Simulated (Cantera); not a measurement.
Charge: 1 mol SiH4, 0.03 mol C3H8, 9.5 mol H2, 1.7 mol Cl2, equilibrated at 0.100 bar.

Method: chemical equilibrium by Gibbs-energy minimisation in Cantera with the NASA 1993 tables (ideal gas, pure condensed phases). Candidate condensed phases: C, C6H6, C7H8, C8H18, Si, SiC; 109 gas species. Mutual solubility and eutectic melting of coexisting phases are not modelled. The tables' values for SiCl, SiCl3 are old estimates; treat these amounts as uncertain. Gases not in the tables: Si2H6 and higher silanes. Rates play no part.

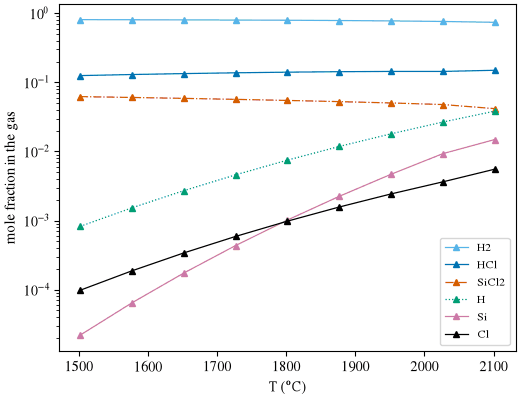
Equilibrium gas composition (values under 1e-9 drawn at 1e-9)

Problem. Read off the mole fractions at 2102 °C.

Solution. H2 about 0.74, HCl about 0.15, SiCl2 about 0.042, H about 0.038, Si about 0.015, Cl about 0.0055.
